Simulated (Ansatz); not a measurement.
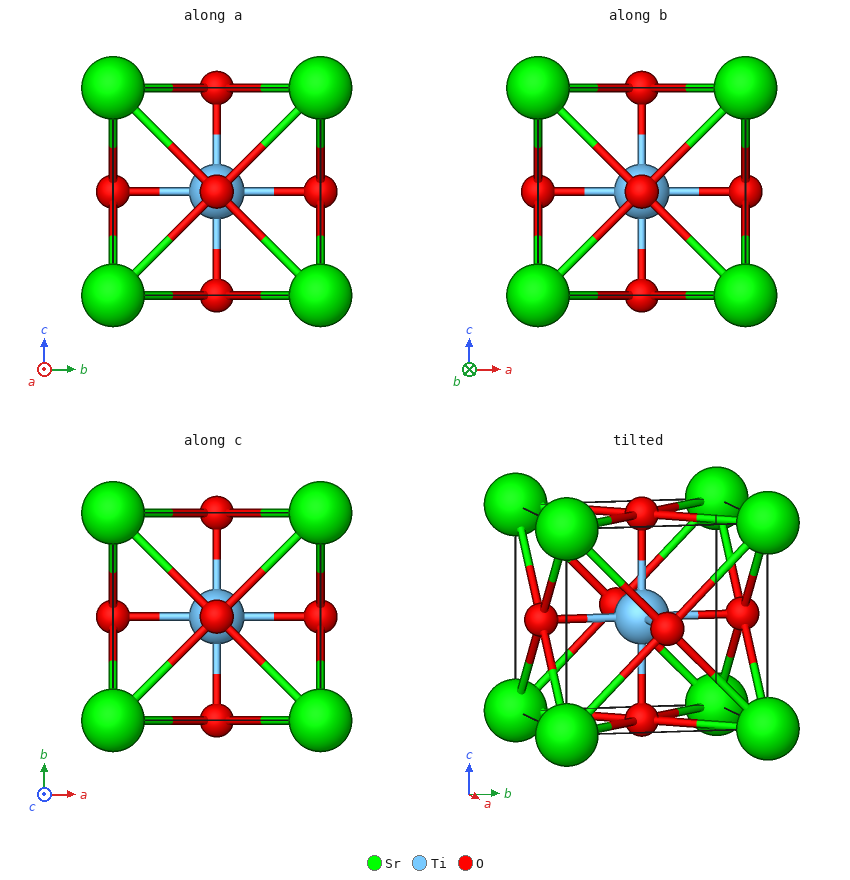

View along the a axis, along the b axis, along the c axis and slightly off an axis, drawn as a ball-and-stick model. The conventional unit cell is drawn as a box.

Lattice parameters: a = 4.020 Å, b = 4.020 Å, c = 4.020 Å, α = 90.00°, β = 90.00°, γ = 90.00°. Put a along x and b in the xy plane.

### Transcribe the picture into a POSCAR file.

```
Sr Ti O
1.0
     4.020    0.000    0.000
     0.000    4.020    0.000
     0.000    0.000    4.020
Sr Ti O
1 1 3
Direct
  0.0000 0.0000 0.0000
  0.5000 0.5000 0.5000
  0.5000 0.5000 0.0000
  0.5000 0.0000 0.5000
  0.0000 0.5000 0.5000
```

The starting point was a structure type filled with these elements by a generator (whether the compound takes this form wasn't checked). Earlier steps of the study may have refined or changed the cell and positions. It was run through Ansatz as a DFT input.

At this level of theory the cell isn't at rest (stretched, at -9 GPa), so its distances can differ from those at equilibrium, the more so the softer the solid.
